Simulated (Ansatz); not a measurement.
# Ba2C (built on the sites of a database entry of Be2C): phonons and vibrational spectra, part 2 of 2

The cell of Ba2C (built on the sites of a database entry of Be2C) is at rest. What are its phonons? After the zone centre comes a 2×2×2 q mesh on a 10×10×10 k mesh.

Ansatz 0.2.0; DFT LDA, scalar-relativistic, plane waves, PAW.

So far. Step 2 (Zone-centre response): Before it was imposed, the acoustic sum rule was missed by 1.1e-4 eV/Å². Small misses are needed for a sound result but don't prove that mesh and cutoff are converged. The lowest optical mode is real, 68.0 cm⁻¹.

The structure was built from a prototype and need not be the compound's stable phase.

## 3. The dispersion (continued)

The phonon density of states has structure finer than the step of the table below, so its rows give means over 25 cm⁻¹, whole bins alone (the curve runs from -32.5 to 348 cm⁻¹). Peaks (cm⁻¹: height): 37.5: 0.0882, 77.5: 0.107, 92.5: 0.0802, 217.5: 0.0381, 282.5: 0.0290.

Tetrahedra on a 16×16×16 mesh, mean over bins of 5 cm-1. Interpolated from a 2×2×2 q mesh. The phonon density of states by wavenumber; means over each step:

```csv
wavenumber (cm⁻¹),phonon density of states (1/cm⁻¹/cell)
0,0.00294
25,0.0351
50,0.0658
75,0.0801
100,0.0517
125,0.0121
150,0.00935
175,0.0127
200,0.0204
225,0.0250
250,0.00538
275,0.0224
300,0.00983
325,0.00487
```

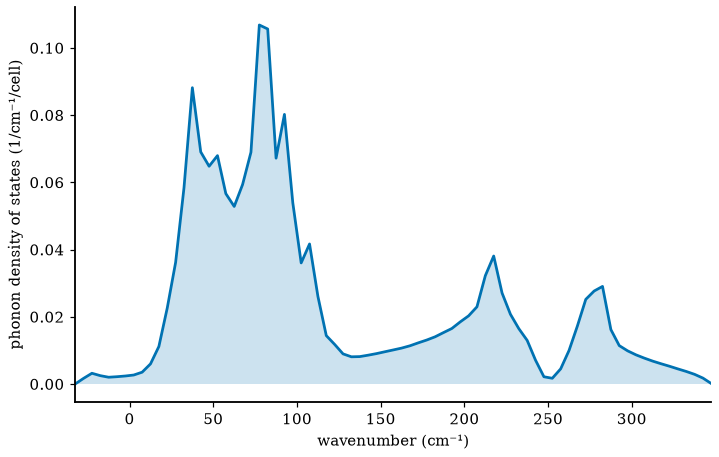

Phonon density of states against wavenumber.

The partial phonon density of states has structure finer than the step of the table below, so its rows give means over 20 cm⁻¹, whole bins alone (the curve runs from -38.7 to 367 cm⁻¹). Peaks (cm⁻¹: height): Ba 37.8: 0.0782, 78.6: 0.106; C 142.4: 0.0117, 221.4: 0.0353, 277.5: 0.0267.

Phonopy on the run's constants, 15x15x15 mesh, Gaussian sigma 2.9 cm-1. Interpolated from a 2×2×2 q mesh. The partial phonon density of states by wavenumber; means over each step; values in 1/cm⁻¹/cell:

```csv
wavenumber (cm⁻¹),Ba,C
-20,0.00305,0
0,0.00191,1.2e-5
20,0.0198,5.2e-4
40,0.0670,0.00134
60,0.0594,9.4e-4
80,0.0855,0.00165
100,0.0484,0.00242
120,0.0113,0.00567
140,6.4e-4,0.00807
160,4.8e-4,0.00968
180,4.8e-4,0.0125
200,5.9e-4,0.0196
220,7.2e-4,0.0277
240,2.2e-4,0.0102
260,9.8e-5,0.00952
280,1.4e-4,0.0225
300,3.9e-5,0.00945
320,9.8e-6,0.00568
340,2.5e-7,0.00242
```

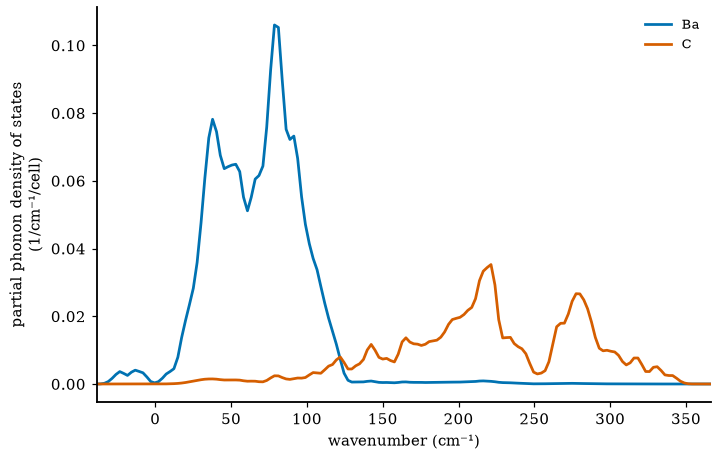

Partial phonon density of states, plotted against wavenumber.

Symmetry leaves 3 wavevectors to solve. The lowest mode among them, the acoustic zeros apart, lies at q = (0, -0.5, -0.5) and is imaginary, 30.0i cm⁻¹, so the energy falls along it.

## 4. Another isotope, element Ba, natural mass 137.327 amu

An isotope changes the mass and not the force constants, so no new electronic calculation is needed; the shifts show which modes move this element.

The same force constants with the mass of Ba changed from 137.327 to 133.905 u (phonopy, no LO-TO term). Both lists are sorted by frequency; levels can cross, so a row need not hold one and the same mode. Modes under 3 cm⁻¹ are left out. Isotope shifts, by row:

```csv
q,rank,natural mass (cm⁻¹),changed mass (cm⁻¹)
0 0 0,4,67.96,68.82
0 0 0,5,67.96,68.82
0 0 0,6,67.96,68.82
0 0 0,7,247,247.2
0 0 0,8,247,247.2
0 0 0,9,247,247.2
0 0 -0.5,1,56.59,57.29
0 0 -0.5,2,56.59,57.29
0 0 -0.5,3,78.07,79.06
0 0 -0.5,4,81.34,82.38
0 0 -0.5,5,81.34,82.38
0 0 -0.5,6,90.6,91.75
0 0 -0.5,7,204.5,204.6
0 0 -0.5,8,204.5,204.6
0 0 -0.5,9,289,289
0 -0.5 -0.5,1,-29.98,-30.37
0 -0.5 -0.5,2,39.77,40.27
0 -0.5 -0.5,3,39.77,40.27
0 -0.5 -0.5,4,73.16,73.64
0 -0.5 -0.5,5,73.16,73.64
0 -0.5 -0.5,6,99.36,99.96
0 -0.5 -0.5,7,99.36,99.96
0 -0.5 -0.5,8,121.8,123.4
0 -0.5 -0.5,9,347.2,347.2
```

A mode of this element alone would shift by +1.27 %. The highest zone-centre frequency without the field goes from 247.0 to 247.2 cm⁻¹ (+0.1 %). The product of the frequency ratios over all optical modes at Γ is 1.040; the product rule, (m/m′)^(3k/2) (M′/M)^(3/2) with k = 2 such atoms and M the mass of the cell, gives 1.040.

## 5. Isotope substitution, element C, natural mass 12.011 amu

The same for C, from 12.01 to 13.00 u.

The same force constants with the mass of C changed from 12.011 to 13.003 u (phonopy, no LO-TO term). Both lists are sorted by frequency; levels can cross, so a row need not hold one and the same mode. Modes under 3 cm⁻¹ are left out. Isotope shifts, by row:

```csv
q,rank,natural mass (cm⁻¹),changed mass (cm⁻¹)
0 0 0,4,67.96,67.96
0 0 0,5,67.96,67.96
0 0 0,6,67.96,67.96
0 0 0,7,247,237.8
0 0 0,8,247,237.8
0 0 0,9,247,237.8
0 0 -0.5,1,56.59,56.53
0 0 -0.5,2,56.59,56.53
0 0 -0.5,3,78.07,78.06
0 0 -0.5,4,81.34,81.34
0 0 -0.5,5,81.34,81.34
0 0 -0.5,6,90.6,90.6
0 0 -0.5,7,204.5,196.8
0 0 -0.5,8,204.5,196.8
0 0 -0.5,9,289,277.8
0 -0.5 -0.5,1,-29.98,-29.98
0 -0.5 -0.5,2,39.77,39.77
0 -0.5 -0.5,3,39.77,39.77
0 -0.5 -0.5,4,73.16,71.73
0 -0.5 -0.5,5,73.16,71.73
0 -0.5 -0.5,6,99.36,97.4
0 -0.5 -0.5,7,99.36,97.4
0 -0.5 -0.5,8,121.8,121.8
0 -0.5 -0.5,9,347.2,333.7
```

A mode of this element alone would shift by -3.89 %. The highest zone-centre frequency without the field goes from 247.0 to 237.8 cm⁻¹ (-3.7 %). The product of the frequency ratios over all optical modes at Γ is 0.892; the product rule, (m/m′)^(3k/2) (M′/M)^(3/2) with k = 1 such atoms and M the mass of the cell, gives 0.892.

## 6. Outcome

```
space group (within 0.01 Å)                             : Fm-3m
volume per atom                                         : 26.1 Å³
electronic character                                    : no gap on this mesh
highest optical mode at the zone centre (no LO-TO term) : 247 cm⁻¹
lowest optical zone-centre mode                         : 68.0 cm⁻¹
lowest mode on the q mesh (acoustic modes at Γ apart)   : -30.0 cm⁻¹
highest frequency on the path or at a solved wavevector : 347 cm⁻¹
imaginary modes on the 2×2×2 q mesh                     : yes
```

What this shows: Modes are clearly imaginary (beyond 10i cm⁻¹) at 1 of the 3 irreducible wavevectors, most at q = (0, -0.5, -0.5) (30.0i cm⁻¹), so this structure is not a minimum of the energy. The optical modes at Γ span 68 to 247 cm⁻¹. The highest mode in this list at Γ, 247.0 cm⁻¹, is mostly motion of C (96 % of the kinetic energy). With no gap, or one that is small against the smearing, the frequencies hang on the k mesh and the smearing, most of all near Kohn anomalies. Spin-orbit coupling is left out, which can matter for the heavy elements here. A phonon run warned that its eigensolver left some bands unconverged in a pass. The starting cell was built on a prototype and not taken from a measurement, so the phase need not exist. These are harmonic frequencies at zero temperature: anharmonic shifts, linewidths and thermal expansion are left out.

[Logs are printed without paths, hosts, clocks, repeated set-up lines and the standing remarks that a program may print on its own settings, such as how far it seeks lower states.]

[Hosts, paths, dates, database ids (printed as entryN), source tags and the programs' standing remarks are cut or masked in the printed files.]
